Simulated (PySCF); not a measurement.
**One shape, several levels: AlNH4O2 (SMILES [NH2][Al]([OH])[OH])**

We compute a comparison of 6 runs (HF/STO-3G, HF/3-21G, HF/def2-SVP, wB97X/6-31G, PBE0/def2-SVP, PBE/def2-TZVP) of AlNH4O2. The job is set up through a Python script.

The calculation is run with PySCF 2.14.0.

**1. The structure to begin with**

AlNH4O2: 8 atoms, total charge 0, spin state singlet. As SMILES, `[NH2][Al]([OH])[OH]`. Geometry: relaxed at PBE0-D4/def2-TZVP. This is one conformer, not always the lowest.

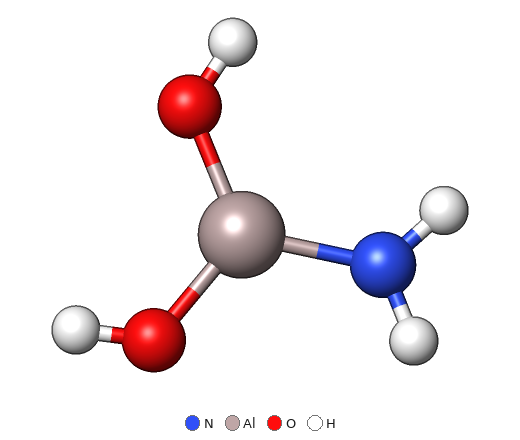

The structure, seen from a chosen angle (nitrogen blue, aluminium light grey, oxygen red, hydrogen white).

**2. Energy and forces at HF/STO-3G (run 1)**

Contents of input.py:

```python
from pyscf import gto, scf

molecule = gto.M(
    atom='''
N     -0.856802     2.590626     0.300466
Al     0.041385    -0.593941    -0.028724
O      2.965736    -1.523308    -0.946564
O     -2.154477    -2.827219     0.612649
H      0.250956     4.100706    -0.017008
H     -2.593838     3.140725     0.846030
H      4.321804    -0.404023    -1.346808
H     -1.800531    -4.591657     0.474699
''',
    basis='sto-3g',
    max_memory=1860,
    unit='bohr',
    charge=0,
    verbose=4,
)

myscf = scf.RHF(molecule)
myscf.conv_tol = 1e-10
myscf.kernel()
if not myscf.converged:
    myscf = myscf.newton().run(myscf.mo_coeff, myscf.mo_occ)

energy = myscf.e_tot
print('E = %.10f Eh' % energy)
grad = myscf.nuc_grad_method().kernel()
myscf.analyze()
```

Run with:

```
$ OMP_NUM_THREADS=1 python input.py
```

The program printed:

```text
PySCF version 2.14.0

[... 77 lines left out ...]
Two-electron Energy =                  336.758295829598069
[... 6 lines left out ...]
MO #3   energy= -20.1101377083003  occ= 2
[... 4 lines left out ...]
MO #8   energy= -2.96120992819248  occ= 2
[... 4 lines left out ...]
MO #13  energy= -0.546702415146702 occ= 2
[... 4 lines left out ...]
MO #18  energy= -0.329102068099334 occ= 2
[... 4 lines left out ...]
MO #23  energy= 0.616972742376267  occ= 0
[... 4 lines left out ...]
MO #28  energy= 0.921096619032917  occ= 0
[... 39 lines left out ...]
Dipole moment(X, Y, Z, Debye):  0.88701,  0.94879, -0.25801
```

Wall time 1.3 s (1 thread of Arm Neoverse V2, shared host); peak memory 0.12 GiB.

**3. Energy and forces at HF/3-21G (run 2)**

Contents of run.py:

```python
import pyscf.grad
from pyscf import gto

mol = gto.Mole()
mol.atom = '''
N     -0.453400     1.370900     0.159000
Al     0.021900    -0.314300    -0.015200
O      1.569400    -0.806100    -0.500900
O     -1.140100    -1.496100     0.324200
H      0.132800     2.170000    -0.009000
H     -1.372600     1.662000     0.447700
H      2.287000    -0.213800    -0.712700
H     -0.952800    -2.429800     0.251200
'''
mol.basis = '3-21g'
mol.charge = 0
mol.spin = 0
mol.max_memory = 1860
mol.verbose = 4
mol.build()

mf = mol.RHF()
mf.conv_tol = 1e-10
mf.kernel()
if not mf.converged:
    mf = mf.newton().run(mf.mo_coeff, mf.mo_occ)

etot = mf.e_tot
print('E = %.10f Eh' % etot)
grad = mf.Gradients().kernel()
mf.analyze()
```

Run with:

```
$ OMP_NUM_THREADS=1 python run.py
```

The program printed:

```text
PySCF version 2.14.0

[... 80 lines left out ...]
Two-electron Coulomb Energy =          376.626171243716669
[... 8 lines left out ...]
MO #6   energy= -3.16695122677903  occ= 2
[... 6 lines left out ...]
MO #13  energy= -0.638487684308685 occ= 2
[... 6 lines left out ...]
MO #20  energy= -0.383434072883496 occ= 2
[... 6 lines left out ...]
MO #27  energy= 0.363576548934019  occ= 0
[... 6 lines left out ...]
MO #34  energy= 1.30418376178319   occ= 0
[... 6 lines left out ...]
MO #41  energy= 1.90765770298621   occ= 0
[... 6 lines left out ...]
MO #48  energy= 3.19869073668765   occ= 0
[... 59 lines left out ...]
Dipole moment(X, Y, Z, Debye):  1.41648,  1.67913, -0.40939
```

Run time: 1.1 s. Hardware: 1 thread of Arm Neoverse V2, shared host; peak memory 0.12 GiB.

Run 3 isn't shown in full; the table further down has it.

**4. Energy and gradient at wB97X/6-31G (run 4)**

Contents of input.py:

```python
import pyscf.grad
from pyscf import gto, dft

mol = gto.Mole()
mol.atom = '''
N     -0.856802     2.590626     0.300466
Al     0.041385    -0.593941    -0.028724
O      2.965736    -1.523308    -0.946564
O     -2.154477    -2.827219     0.612649
H      0.250956     4.100706    -0.017008
H     -2.593838     3.140725     0.846030
H      4.321804    -0.404023    -1.346808
H     -1.800531    -4.591657     0.474699
'''
mol.max_memory = 1860
mol.unit = 'bohr'
mol.verbose = 3
mol.basis = '6-31g'
mol.build()

mf = dft.RKS(mol, xc='wb97x')
mf.grids.level = 5
mf.conv_tol = 1e-10
mf.kernel()
if not mf.converged:
    mf = mf.newton().run(mf.mo_coeff, mf.mo_occ)

e_final = mf.e_tot
print('E = %.10f Eh' % e_final)
grad = mf.Gradients().kernel()
mf.analyze()
```

Run with:

```
$ OMP_NUM_THREADS=1 python input.py
```

The program printed:

```text
converged SCF energy = -450.011644456265
E = -450.0116444563 Eh
--------------- RKS gradients ---------------
         x                y                z
0 N     0.0002959315    -0.0094263867    -0.0002503782
1 Al     0.0105441271    -0.0135474277    -0.0034724566
2 O    -0.0108643717    -0.0019637374     0.0033225381
3 O     0.0043220761     0.0113627523    -0.0011373862
4 H    -0.0018625541    -0.0020336400     0.0005446765
5 H     0.0024877509     0.0012174694    -0.0007450706
6 H    -0.0125875090     0.0033132173     0.0039422013
7 H     0.0077554368     0.0107385152    -0.0022176604
----------------------------------------------
**** MO energy ****
MO #1   energy= -56.0763292222673  occ= 2
MO #2   energy= -19.1881699218219  occ= 2
MO #3   energy= -19.1793207529371  occ= 2
MO #4   energy= -14.369531785878   occ= 2
MO #5   energy= -4.27144671301208  occ= 2
MO #6   energy= -2.82237424507577  occ= 2
MO #7   energy= -2.82027234670885  occ= 2
MO #8   energy= -2.81882654247917  occ= 2
MO #9   energy= -1.10299264659672  occ= 2
MO #10  energy= -1.08959473511935  occ= 2
MO #11  energy= -0.949017143865335 occ= 2
MO #12  energy= -0.624211209654655 occ= 2
MO #13  energy= -0.596285942979377 occ= 2
MO #14  energy= -0.576814653486168 occ= 2
MO #15  energy= -0.516794738613209 occ= 2
MO #16  energy= -0.433519457083648 occ= 2
MO #17  energy= -0.424926818496318 occ= 2
MO #18  energy= -0.420810954024162 occ= 2
MO #19  energy= -0.400042851565795 occ= 2
MO #20  energy= -0.351824898671736 occ= 2
MO #21  energy= 0.0740278819831814 occ= 0
MO #22  energy= 0.120384092346441  occ= 0
MO #23  energy= 0.148561280736603  occ= 0
MO #24  energy= 0.168942815299959  occ= 0
MO #25  energy= 0.239767817749893  occ= 0
MO #26  energy= 0.259169514523462  occ= 0
MO #27  energy= 0.269117836496825  occ= 0
MO #28  energy= 0.285419700561661  occ= 0
MO #29  energy= 0.301277135011991  occ= 0
MO #30  energy= 0.341307776991936  occ= 0
MO #31  energy= 0.466264117516652  occ= 0
MO #32  energy= 0.47066066164893   occ= 0
MO #33  energy= 0.853357891933772  occ= 0
MO #34  energy= 0.951320681871242  occ= 0
MO #35  energy= 1.01037672029137   occ= 0
MO #36  energy= 1.01570492022891   occ= 0
MO #37  energy= 1.04024666520944   occ= 0
MO #38  energy= 1.06130279203037   occ= 0
MO #39  energy= 1.07200729407252   occ= 0
MO #40  energy= 1.07831296114538   occ= 0
MO #41  energy= 1.128960144658     occ= 0
MO #42  energy= 1.13927089826095   occ= 0
MO #43  energy= 1.16521042985288   occ= 0
MO #44  energy= 1.28555938644993   occ= 0
MO #45  energy= 1.30813064812892   occ= 0
MO #46  energy= 1.45177592859124   occ= 0
MO #47  energy= 1.67890977410132   occ= 0
MO #48  energy= 1.71236433911087   occ= 0
 ** Mulliken atomic charges  **
charge of    0N =     -0.74741
charge of    1Al =      1.12191
charge of    2O =     -0.75026
charge of    3O =     -0.74201
charge of    4H =      0.22349
charge of    5H =      0.23525
charge of    6H =      0.32892
charge of    7H =      0.33010
Dipole moment(X, Y, Z, Debye):  1.37016,  1.79880, -0.39315
```

Run time: 17 s. Hardware: 1 thread of Arm Neoverse V2, shared host; peak memory 0.51 GiB.

Run 5 isn't shown in full; the table further down has it.

**5. Energy and gradient at PBE/def2-TZVP (run 6)**

Contents of input.py:

```python
from pyscf import gto, dft

system = gto.M(
    atom='''
N     -0.856802     2.590626     0.300466
Al     0.041385    -0.593941    -0.028724
O      2.965736    -1.523308    -0.946564
O     -2.154477    -2.827219     0.612649
H      0.250956     4.100706    -0.017008
H     -2.593838     3.140725     0.846030
H      4.321804    -0.404023    -1.346808
H     -1.800531    -4.591657     0.474699
''',
    max_memory=1860,
    basis='def2-tzvp',
    charge=0,
    unit='bohr',
    spin=0,
    verbose=4,
)

mf = dft.RKS(system, xc='pbe')
mf.conv_tol = 1e-10
mf.grids.level = 5
mf.kernel()
if not mf.converged:
    mf = mf.newton().run(mf.mo_coeff, mf.mo_occ)

e_final = mf.e_tot
print(f'total energy: {e_final:.8f} hartree')
grad = mf.nuc_grad_method().kernel()
mf.analyze()
```

Run with:

```
$ OMP_NUM_THREADS=1 python input.py
```

The program printed:

```text
PySCF version 2.14.0

[... 107 lines left out ...]
MO #2   energy= -18.7273338238787  occ= 2
[... 18 lines left out ...]
MO #21  energy= -0.0363569106943089 occ= 0
[... 18 lines left out ...]
MO #40  energy= 0.433757393795701  occ= 0
[... 18 lines left out ...]
MO #59  energy= 0.803202843047803  occ= 0
[... 18 lines left out ...]
MO #78  energy= 1.7412723235817    occ= 0
[... 18 lines left out ...]
MO #97  energy= 2.54725885926779   occ= 0
[... 18 lines left out ...]
MO #116 energy= 4.34312279608037   occ= 0
[... 18 lines left out ...]
MO #135 energy= 5.59821240687469   occ= 0
[... 18 lines left out ...]
MO #154 energy= 43.0727097134095   occ= 0
[... 165 lines left out ...]
Dipole moment(X, Y, Z, Debye):  0.91510,  1.30032, -0.26097
```

Run time: 62 s. Hardware: 1 thread of Arm Neoverse V2, shared host; peak memory 1.8 GiB.

**6. The series**

```csv
run,level,integration grid,energy (Eh),dipole moment (D),HOMO energy (eV),LUMO energy (eV),wall time
1,HF/STO-3G,–,-442.855506,1.32,-7.69,11.20,1.3 s
2,HF/3-21G,–,-446.113267,2.23,-10.43,3.76,1.1 s
3,HF/def2-SVP,–,-448.337076,1.91,-10.77,2.93,3.3 s
4,wB97X/6-31G,5,-450.011644,2.30,-9.57,2.01,17 s
5,PBE0/def2-SVP,5,-449.603622,1.77,-7.01,0.19,19 s
6,PBE/def2-TZVP,5,-449.928705,1.61,-5.87,-0.99,62 s
```

**7. What came out**

| quantity | value |
| --- | --- |
| run 6: total energy | -449.92871 Eh |
| run 6: dipole moment | 1.61 D |
| run 6: HOMO energy | -5.87 eV |
| run 6: LUMO energy | -0.99 eV |
| run 6: HOMO–LUMO gap | 4.88 eV |
| run 6: largest force on an atom | 0.556 eV/Å |

In words: The dipole moment (its size) runs from 1.32 D (HF/STO-3G) to 2.30 D (wB97X/6-31G). The two ends differ in method and basis. The HOMO–LUMO gap runs from 4.88 eV (PBE/def2-TZVP) to 18.89 eV (HF/STO-3G). Totals of different functionals can't be ranked against each other. In run 1 the basis is minimal, so the values are rough. All runs together took 1.7 min, the longest 62 s.
